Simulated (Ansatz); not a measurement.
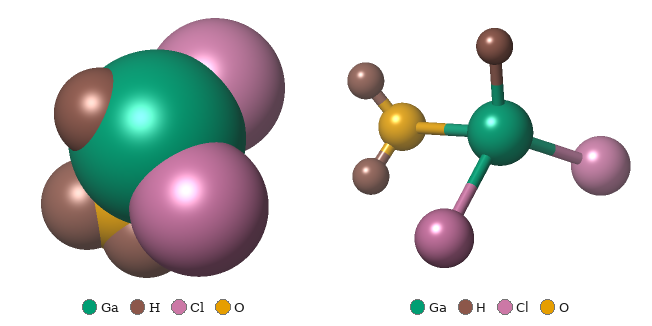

Two views of one molecule.

The computed structure is the end point of a PBE0-D4/def2-TZVP optimisation.

Identify the structure.

It has 7 atoms: 2 chlorine, 1 gallium, 3 hydrogen and 1 oxygen (Cl₂GaH₃O). The point group is C1. Coordination, clear cases only: 1 O trigonal pyramidal.

The parts below concern this one geometry. Atoms keep their numbers from picture to picture.

### Geometry

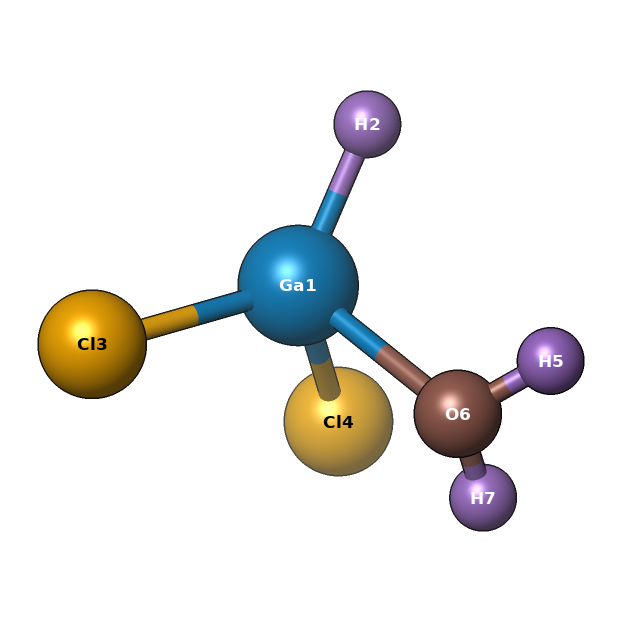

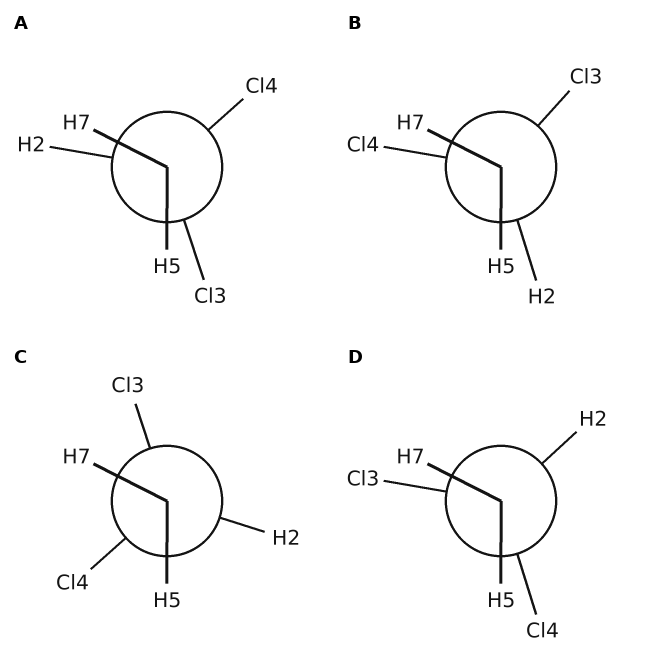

Atoms fade into the background with distance from the viewer. Bonds that would overlap in a projection are set slightly apart.

Which Newman projection shows the view along O6–Ga1, with O6 in front?

Answer. B. The torsion angle H5–O6–Ga1–Cl3 is −138°, anticlinal.

### Dipole moment

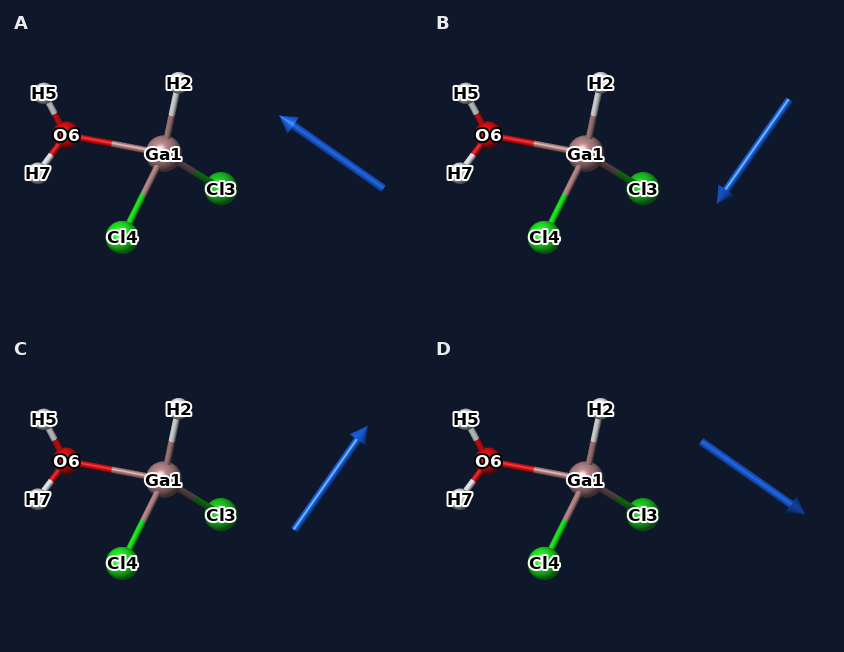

The same molecule four times, each with an arrow. Level of theory: RKS PBE0-D4/def2-TZVP (Ansatz 0.2.0).

Which arrow points along the dipole moment, from the negative to the positive end?

Answer. A. The dipole moment is 5.02 D; it points from the side of Cl3 to the side of H5 (the outermost atoms at the two ends).

### Charges

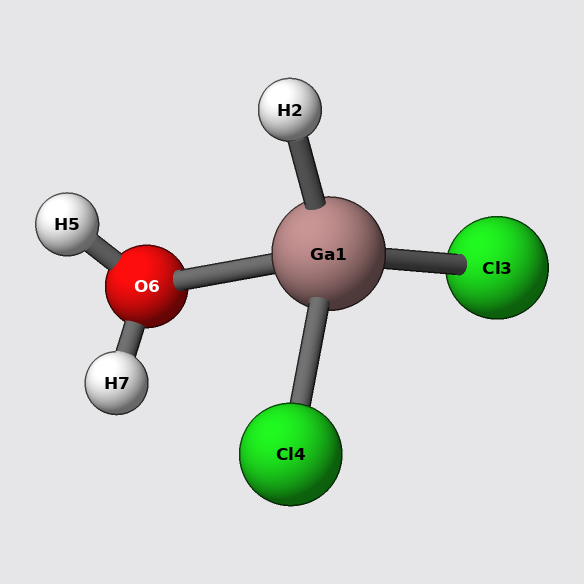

The questions are on Mulliken charges. Level of theory: RKS PBE0-D4/def2-SVP (Ansatz 0.2.0).

List the Mulliken charges.

```json
{"atom": "Ga1", "value (e)": "0.60"}
{"atom": "H2", "value (e)": "−0.18"}
{"atom": "Cl3", "value (e)": "−0.22"}
{"atom": "Cl4", "value (e)": "−0.24"}
{"atom": "H5", "value (e)": "0.26"}
{"atom": "O6", "value (e)": "−0.42"}
{"atom": "H7", "value (e)": "0.21"}
```

### Vibrations

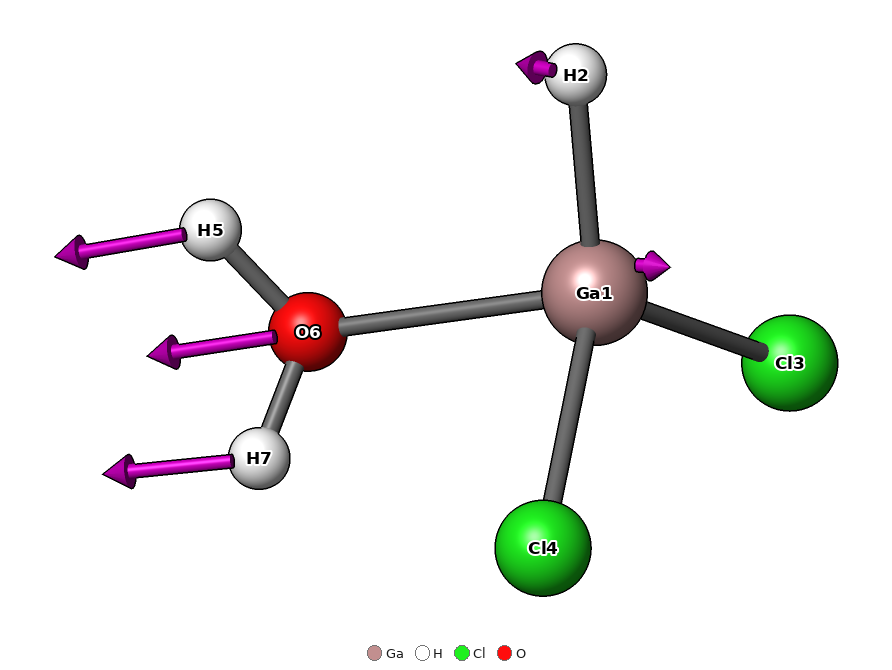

The arrows show one normal mode. Harmonic vibrations computed with RKS PBE0-D4/def2-TZVP (Ansatz 0.2.0) at a stationary point of the same level.

Describe the motion.

Answer. Mostly Ga–O stretching.

At what wavenumber does it lie?

Answer. 293 cm⁻¹; it is mode 5 of 15 counted from the lowest.

Mulliken values depend strongly on the basis set and can even reverse the polarity of a bond.
